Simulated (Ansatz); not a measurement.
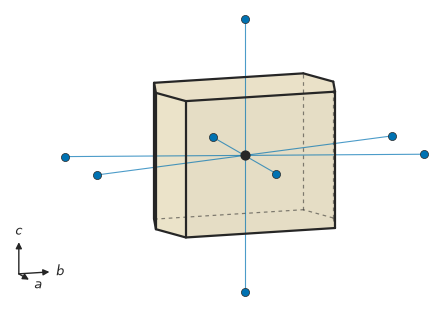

Crystal: P, coordinates from a relaxation at fixed volume with Ansatz 0.2.0, DFT PBE, spin-orbit coupling, plane waves, PAW. The Wigner–Seitz cell of the crystal's lattice, with lines to the lattice points that define its faces. All values are computed from the atomic coordinates in the standard setting (tolerance 0.002 Å).

a = 3.311 Å, b = 11.276 Å, c = 4.553 Å, α = 90.00°, β = 90.00°, γ = 90.00°; space group No. 64, Cmce.

### Which of Fedorov's five parallelohedra is it?

A hexagonal prism: 8 faces (6 with 4 edges, 2 with 6 edges), 18 edges, 12 vertices. Its volume is that of the primitive cell, 85.0 Å³.

### Which lattice vectors do the faces bisect?

```csv
example,length (Å),faces,edges of each,area (Å²)
a,3.31,2,4,23.5
c,4.55,2,6,18.7
1/2 a + 1/2 b,5.88,4,4,7.9
```
